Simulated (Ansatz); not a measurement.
# BeIrI6, from a guessed structure to a relaxed one, part 2 of 2

Starting from a made-up structure for BeIrI6, the aim is the relaxed cell, its shortest contacts and, where a second run follows, its electronic structure.

Ansatz 0.2.0; DFT, PBE, plane-wave PAW, files of the set soft_1, scalar-relativistic, no spin, cell and ions relaxed at zero pressure; PAW set soft_1 (the session's first sound run).

So far: Set-up; Relaxing cell and atoms. The relaxed cell has a = 6.878, c = 18.052 Å (conventional setting).

### 3. Bands of the relaxed cell

With the geometry fixed, one more self-consistent run, with a narrower smearing and the mesh shown in its input, gives the bands, and its pressure, and its forces where symmetry allows any, show how far the geometry depends on these settings.

This step: DFT, PBE, plane-wave PAW, files of the set soft_1, scalar-relativistic, no spin, bands and density of states at the relaxed cell; PAW set soft_1 (Ansatz 0.2.0).

The input, input.yaml:

```yaml
crystal:
  lattice:
    - [3.4388860545, 1.9854417891, 6.0173447718]
    - [-3.4388860545, 1.9854417891, 6.0173447718]
    - [0.0, -3.9708835787, 6.0173447717]
  atoms:
    - { symbol: Ir, position: [0.0, 0.0, 0.0] }
    - { symbol: I, position: [0.753168585, 0.4054118617, 0.0946554647] }
    - { symbol: I, position: [0.5945881383, 0.9053445353, 0.246831415] }
    - { symbol: I, position: [0.9053445353, 0.246831415, 0.5945881383] }
    - { symbol: I, position: [0.246831415, 0.5945881383, 0.9053445353] }
    - { symbol: I, position: [0.0946554647, 0.753168585, 0.4054118617] }
    - { symbol: I, position: [0.4054118617, 0.0946554647, 0.753168585] }
    - { symbol: Be, position: [0.5, 0.5, 0.5] }
kpoints:
  mp_grid: { grid: [6, 6, 6] }
  band_path:
    path:
      - [[0.0, 0.0, 0.0], [0.5, 0.0, 0.0], [0.5, 0.23924605, -0.23924605]]
      - [[0.76075395, 0.5, 0.23924605], [0.5, 0.5, 0.5], [0.0, 0.0, 0.0], [0.36962302, 0.0, -0.36962302]]
      - [[0.63037698, 0.36962302, 0.0], [0.5, 0.5, 0.0], [0.63037698, 0.63037698, 0.23924605], [0.5, 0.5, 0.5]]
      - [[0.5, 0.0, 0.0], [0.76075395, 0.36962302, 0.36962302]]
    npoints: 8
scf:
  occupations: { method: fermi_dirac, width: 0.03 }
  n_extra_bands: 12
hamiltonian:
  xc: pbe
  pseudopotentials: { kind: paw, azcp: { folder: soft_1 } }
output:
  forces: true
  stress: true
  write_bands: true
  dos: { projected: true }
  write_density: true
  write_potential: true
  elf: true
  volumetric_format: npy
```

Run with:

```
ansatz run input.yaml --threads 4 --pin off --max-ram 10240MiB --backend cpu --events-out ev --progress --plain --runs-dir out
```

Numbers of over 12 decimals in the logs are rounded to 6 here.

Log:

```text
[...]
Crystal: 8 atoms, lattice volume = 246.508 Å³
Basis set: ecut = 420 eV, 4833 PW (Γ), exchange–correlation on 100×100×100 points (8 copies of the dense FFT grid, shifted against one another)
Bands: 73, of which v1, the nominal top of the filled ones, is band 61 counted from 1 (60 counted from 0)
Symmetry: 6 space group operations
[...]
k-points: 40 of 216
[...]
SCF iter   1: F=—  HF=-57111.608715 eV  |F-HF|=—  |Δ(HF+E_count)|=         —  Δρ=6.10e-2  dr2=2.39e1  ethr=3.10e-3  ⟨swp⟩=8.9  Hψ=12663  notcnv=0  defer=34
[...]
SCF iter   9: F=-57107.871023 eV  HF=-57107.871023 eV  |F-HF|=9.24e-9  |Δ(HF+E_count)|=   2.16e-7  Δρ=2.31e-6  dr2=8.93e-9  ethr=8.26e-11  ⟨swp⟩=20.4  Hψ=23715  notcnv=0
SCF 1 converged in 9 iterations: F = -57107.871023 eV  dr2 = 8.93e-9
[...]
NSCF: frozen V_eff on 76 k-points
SCF converged after 9 iterations
Free energy (F): -57107.871023 eV
[...]
Internal energy: -57107.844772 eV  (E = F + TS)
E sigma→0 (E₀):  -57107.857898 eV
Entropy (-TS):   -0.026251 eV (-3.281 meV/atom)
Fermi energy:    7.956368 eV
[...]
--- Forces (eV/Å), atoms counted from 1 ---
  atom   1  Ir     0.00000000     0.00000000     0.00000000
  atom   2  I     -0.00313621     0.00501629    -0.00153132
  atom   3  I     -0.00591234    -0.00020789     0.00153132
  atom   4  I      0.00277613     0.00522418     0.00153132
  atom   5  I      0.00313621    -0.00501629     0.00153132
  atom   6  I     -0.00277613    -0.00522418    -0.00153132
  atom   7  I      0.00591234     0.00020789    -0.00153132
  atom   8  Be     0.00000000     0.00000000     0.00000000
  max |Σ_I F_I| component: 4.34e-18 eV/Å
--- Stress (GPa, compression-positive) ---
       -0.003220      -0.000000      -0.000000
        0.000000      -0.003220       0.000000
       -0.000000       0.000000      -0.046449
  P = ⅓ Tr σ = -0.0176 GPa (-0.176 kbar)
--- Band table (eV; the first three rows and the last of 40) ---
  k-point 0: bands = [... 57 lower, 7.4882, 7.5992, 7.5992, 8.0881, 9.5191, 9.5191, 10.4603, 12.0127, ... 8 higher]
  k-point 1: bands = [... 57 lower, 7.2962, 7.5530, 7.6145, 8.0017, 9.4135, 9.4762, 10.6450, 12.1307, ... 8 higher]
  k-point 2: bands = [... 57 lower, 7.0835, 7.3827, 7.5871, 7.9890, 9.1458, 9.4268, 10.7342, 11.6721, ... 8 higher]
  k-point 39: bands = [... 57 lower, 7.2957, 7.2957, 7.5402, 7.5402, 9.1750, 9.1750, 10.8011, 11.2892, ... 8 higher]
```

It took 20 s on 4 threads of Arm Neoverse V2, shared host; peak memory 1.3 GiB; 77 s of CPU time.

This step gave:

```
free energy             : -57107.8710 eV
energy at zero smearing : -57107.8579 eV
smearing term TS        : 0.02625 eV
pressure                : -0.01763 GPa
```

From bands.tsv, the bands that come nearest the Fermi level along the path, at its corners, in eV from the Fermi level:

| point | band 57 | band 58 | band 59 | band 60 | band 61 | band 62 | band 63 | band 64 |
| --- | --- | --- | --- | --- | --- | --- | --- | --- |
| Γ | -0.47 | -0.47 | -0.36 | -0.36 | 0.13 | 1.56 | 1.56 | 2.50 |
| L | -1.07 | -1.01 | -0.77 | -0.39 | 0.08 | 1.01 | 1.46 | 2.77 |
| B1 | -1.06 | -0.93 | -0.54 | -0.26 | -0.05 | 1.13 | 1.26 | 3.33 |
| B | -1.06 | -0.93 | -0.54 | -0.26 | -0.05 | 1.13 | 1.26 | 3.33 |
| Z | -0.75 | -0.66 | -0.66 | -0.42 | -0.42 | 1.22 | 1.22 | 2.84 |
| Γ | -0.47 | -0.47 | -0.36 | -0.36 | 0.13 | 1.56 | 1.56 | 2.50 |
| X | -1.04 | -0.86 | -0.62 | -0.30 | 0.02 | 1.17 | 1.43 | 3.15 |
| Q | -1.04 | -0.86 | -0.62 | -0.30 | 0.02 | 1.17 | 1.43 | 3.15 |
| F | -1.11 | -1.06 | -0.57 | -0.51 | 0.06 | 1.12 | 1.56 | 3.59 |
| P1 | -1.12 | -0.99 | -0.71 | -0.24 | -0.01 | 1.06 | 1.22 | 3.44 |
| Z | -0.75 | -0.66 | -0.66 | -0.42 | -0.42 | 1.22 | 1.22 | 2.84 |
| L | -1.07 | -1.01 | -0.77 | -0.39 | 0.08 | 1.01 | 1.46 | 2.77 |
| P | -1.12 | -0.99 | -0.71 | -0.24 | -0.01 | 1.06 | 1.22 | 3.44 |

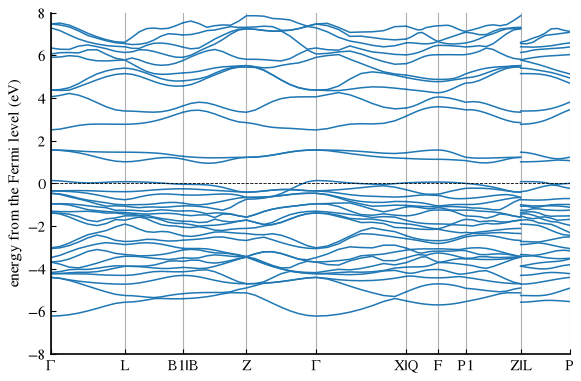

Bands along the path. 40 bands lie wholly below the window drawn.

States per cell as run, both spins, in windows of 1 eV, from dos.tsv (zero at the Fermi level):

```
from  to  total
  -8  -7   0.00
  -7  -6   0.10
  -6  -5   3.08
  -5  -4   5.70
  -4  -3   8.40
  -3  -2   5.89
  -2  -1  10.42
  -1   0   7.31
   0   1   1.22
   1   2   3.88
   2   3   1.08
   3   4   2.53
   4   5   3.23
   5   6   4.10
```

A further 80.0 states lie below the table's range.

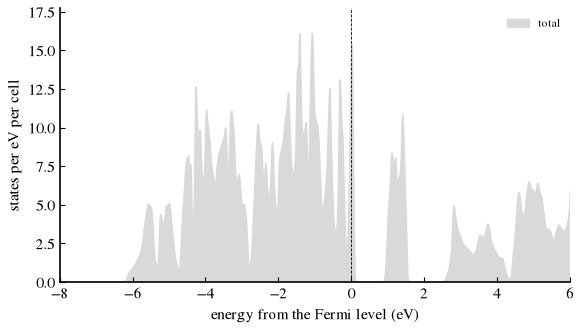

Total density of states, smoothed over about 0.04 eV.

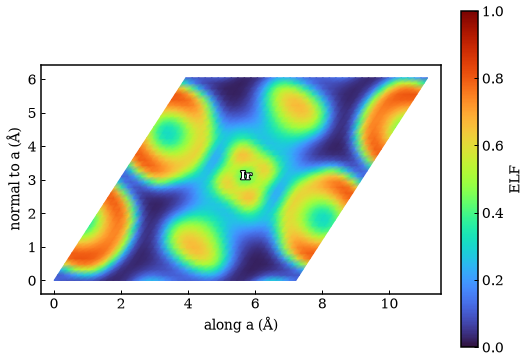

ELF in the ac plane of the cell as run, not the conventional one, at fractional y = 0.000, with atoms of Ir within 0.2 Å of it. It is the smooth field of the valence electrons, not physical close to the nuclei. The map starts off the cell's origin, so that atoms lie inside it.

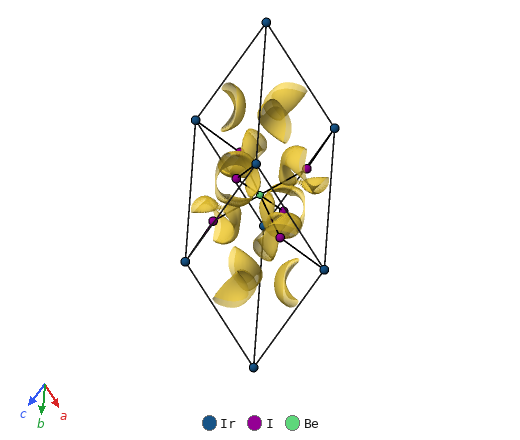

Surface of ELF = 0.74. Drawn on the cell as run, not the conventional one. Bonds to atoms that aren't drawn are left out.

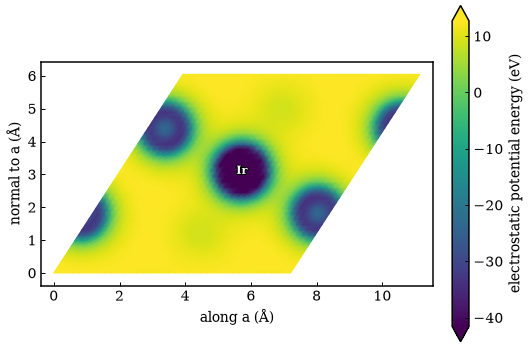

Electrostatic potential energy in the ac plane of the cell as run, not the conventional one, at fractional y = 0.000, with atoms of Ir within 0.2 Å of it. With pseudopotentials it is smooth inside the atoms' cores, unlike the true potential. The map starts off the cell's origin, so that atoms lie inside it.

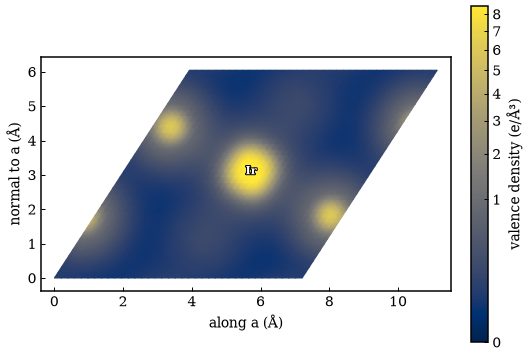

Valence density in the ac plane of the cell as run, not the conventional one, at fractional y = 0.000, with atoms of Ir within 0.2 Å of it. It is the smooth field of the valence electrons, not physical close to the nuclei. The map starts off the cell's origin, so that atoms lie inside it. The colour scale is stretched toward low values.

### 4. Summary of results

| Quantity | Value |
| --- | --- |
| space group, relaxed | R-3 |
| conventional cell | a = 6.878, b = 6.878, c = 18.052 Å; α = 90.0°, β = 90.0°, γ = 120.0° |
| volume per atom | 30.81 Å³ (guess 41.20) |

What this shows: BeIrI6 relaxes to R-3 with a = 6.878, b = 6.878 and c = 18.052 Å. The guessed volume was 34 % too large. The space group R-3 was held in the relaxation, so the end point is a stationary structure within it and may be a saddle against distortions or other arrangements. Bands cross the Fermi level, so it is a metal or semimetal at this level. The electron count is odd, which forces that without spin polarisation or a larger cell. On the 6×6×6 mesh with the narrower smearing (relaxed on 5×5×5) the largest force component is 0.006 eV/Å and the largest stress component is 0.046 GPa, within the relaxation's thresholds of 0.015 eV/Å and 0.05 GPa. The cutoff wasn't tested. A vector of the cell changed its length by 11 %, more than the volume shows. Spin-orbit coupling is left out, which can matter for elements this heavy. No dispersion term is used, so weakly bound directions may come out too long. The runs have no spin, and magnetism wasn't tested. Nothing here tests whether the compound is stable against decomposition.

[Logs are printed without paths, hosts, clocks, repeated set-up lines and the standing remarks that a program may print on its own settings, such as how far it seeks lower states.]

[Hosts, paths, dates, database ids (printed as entryN), source tags and the programs' standing remarks are cut or masked in the printed files.]
